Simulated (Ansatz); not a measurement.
## Run report: GeH4O, phonon calculation

The run: phonon calculation of GeH4O. Method and program: RKS PBE0-D4/def2-TZVP (Ansatz 0.2.0).

The geometry comes from this level: PBE0-D4/def2-TZVP. Figures and captions count atoms from 1; the log counts them from 0 in places.

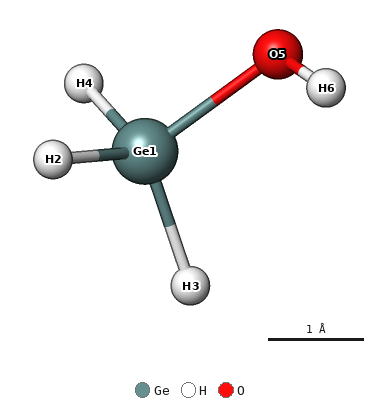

**Figure 1.** The structure as given in the input (ball-and-stick view, seen at a tilt; atoms are numbered from 1 in the order of the input). Sticks mark near contacts. Bond lengths as drawn: Ge–H 1.53 to 1.54 Å, Ge–O 1.78 Å and H–O 0.96 Å.

Key numbers

```tsv
quantity	value
outcome	converged
total energy	−58622.2407 eV
mean-field energy	−58622.1858 eV
dispersion energy	−0.0549 eV
largest force (length of the vector)	0.002 eV/Å
dipole moment	1.48 D
hardware	2 CPU threads, shared host
wall time	31 s (CPU time 57 s)
peak memory	0.2 GiB
```

Input file
```yaml
crystal:
  periodic: [false, false, false]
  atoms:
    - {symbol: Ge, position_ang: [0.400009, 0.097950, 1.142599]}
    - {symbol: H, position_ang: [1.575593, -0.398594, 2.006367]}
    - {symbol: H, position_ang: [-0.932591, -0.230557, 1.843351]}
    - {symbol: H, position_ang: [0.520522, 1.593905, 0.840838]}
    - {symbol: O, position_ang: [0.451072, -0.680247, -0.460651]}
    - {symbol: H, position_ang: [0.367480, -1.634568, -0.411160]}
basis:
  gaussian: {orbitals: def2-TZVP}
hamiltonian: {xc: pbe0, dispersion: d4}
phonons: {temperatures: {t_min: 298.15, t_max: 900, t_step: 200}}
```

Output
```
Functional definition: PBE0
  name "PBE0"
  cite "Adamo & Barone, J. Chem. Phys. 110, 6158 (1999) doi:10.1063/1.478522"
  cite "Perdew, Burke & Ernzerhof, Phys. Rev. Lett. 77, 3865 (1996) doi:10.1103/PhysRevLett.77.3865"
  parent pbe
  parameter a = 0.25
  parameter kappa = 0.804
  parameter beta = 0.06672455060314922
  exchange = (1 - a)*pbe_x(kappa = kappa, mu = beta*pi^2/3) + a*exact_x
  correlation = pbe_c(beta = beta)
728 factors; their error is unknown
mean field evaluation 1: about -58617.4416 eV, gradient 5.4e1 eV
mean field evaluation 2: about -58604.8678 eV, gradient 9.8e1 eV
mean field evaluation 4: about -58621.9029 eV, gradient 2.7e0 eV
mean field evaluation 8: about -58622.1858 eV, gradient 1.6e-2 eV
mean field -58622.18577602 eV, -2154.3255917239 hartree, gradient 3.5e-5 eV, S^2 0.000000; 0 other end points of the search recorded, 0 dependent functions left out
the calculation of the forces begins
reference -58622.18580139 eV, -2154.3255926564 hartree; 22, 22 occupied and 81, 81 virtual orbitals, 728 factors
these checks for a lower state are left out or cut short: stability, starts, cluster_reference, orbital_swaps, neighbouring_geometries, increment
728 factors; their error is unknown
mean field evaluation 16: about -58621.9090 eV, gradient 7.8e-5 eV
mean field -58622.18568703 eV, -2154.3255884539 hartree, gradient 8.8e-7 eV, S^2 0.000000; 0 other end points of the search recorded, 0 dependent functions left out
[... from here on the field's lines of each further geometry are left out, up to the last ...]
the calculation of the forces begins
reference -58622.18579286 eV, -2154.3255923427 hartree; 22, 22 occupied and 81, 81 virtual orbitals, 728 factors
these checks for a lower state are left out or cut short: stability, starts, cluster_reference, orbital_swaps, neighbouring_geometries, increment
728 factors; their error is unknown
mean field -58622.18576618 eV, -2154.3255913623 hartree, gradient 1.5e-6 eV, S^2 0.000000; 0 other end points of the search recorded, 0 dependent functions left out
the calculation of the forces begins
reference -58622.18579156 eV, -2154.3255922950 hartree; 22, 22 occupied and 81, 81 virtual orbitals, 728 factors
Total energy: -58622.24067716 eV, -2154.3276093037 hartree
Atom 0 at     0.400009     0.097950     1.142599 Å, force    -0.001082     0.001449     0.000151 eV/Å
Atom 1 at     1.575593    -0.398594     2.006367 Å, force     0.000753    -0.001197    -0.000438 eV/Å
Atom 2 at    -0.932591    -0.230557     1.843351 Å, force    -0.000488     0.000498     0.000259 eV/Å
Atom 3 at     0.520522     1.593905     0.840838 Å, force     0.000053     0.000252     0.000507 eV/Å
Atom 4 at     0.451072    -0.680247    -0.460651 Å, force    -0.000636    -0.000680    -0.000934 eV/Å
Atom 5 at     0.367480    -1.634568    -0.411160 Å, force     0.001399    -0.000322     0.000456 eV/Å
Dipole moment:    -0.033171    -0.176932     0.251022 e Å
Vibrations: 173.33 614.09 630.89 706.17 867.88 870.86 887.68 945.58 2140.11 2143.24 2195.84 3902.93 cm⁻¹, zero-point energy 0.996746 eV
```

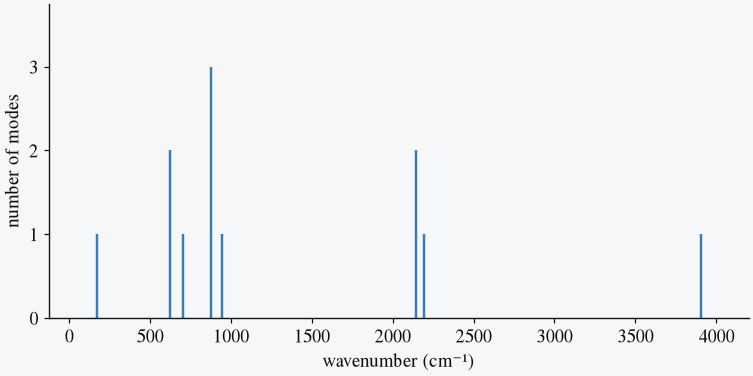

**Figure 2.** Harmonic vibrational wavenumbers from the force constants; neighbouring modes closer than 17 cm⁻¹ are counted in one stick. 12 modes from 173 to 3903 cm⁻¹, none imaginary.
